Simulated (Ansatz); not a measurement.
Cost and result by functional for the surface energy of the (001) surface of tetragonal HfO2 (a metastable polymorph) in its 1x1 cell (cut with top plane O, bottom plane O), outermost plane spacing 1.02 Å in the ideal cut, in Ansatz (plane waves, PAW). Single points on the PBE structure, on one kind of machine; costs are rough ratios of the slab run's core time (references not counted) to the cheapest single point. r2SCAN's cost holds its higher cutoff (500 against 420 eV). Differences are taken against HSE06 for comparison alone: no measured value is at hand, so the table doesn't rank accuracy. HSE06 ran on a coarser k-mesh, which lowers its cost and carries part of its shift.

Model: 15-atom slab, Hf5O10, 12.6 Å thick at the start, 7x7x1 mesh, Fermi-Dirac 0.025 eV, dipole correction, all atoms relaxed; symmetry of the start imposed; no spin, no spin-orbit, no U. These notes are the PBE run's.

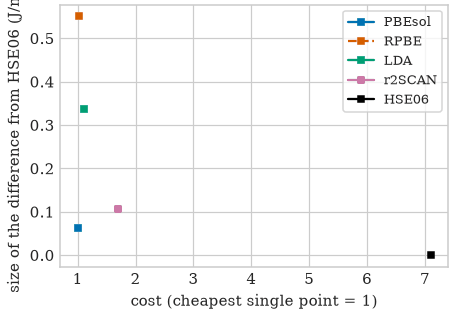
Fig. 1. Difference from HSE06 against cost

| functional | relative cost | surface energy (J/m²) | less HSE06 (J/m²) |
|---|---|---|---|
| PBEsol | 1 | 1.40 | 0.06 |
| RPBE | 1 | 0.79 | -0.55 |
| LDA | 1 | 1.68 | 0.34 |
| r2SCAN | 2 | 1.45 | 0.11 |
| HSE06 | 7 | 1.34 | 0.00 |
| PBE (the relaxed run's value) | – | 1.10 | -0.25 |

The values span 0.89 J/m², while the single points' costs differ by a factor of roughly 7. Differences are of unrounded values.

Ansatz is a first-principles code.
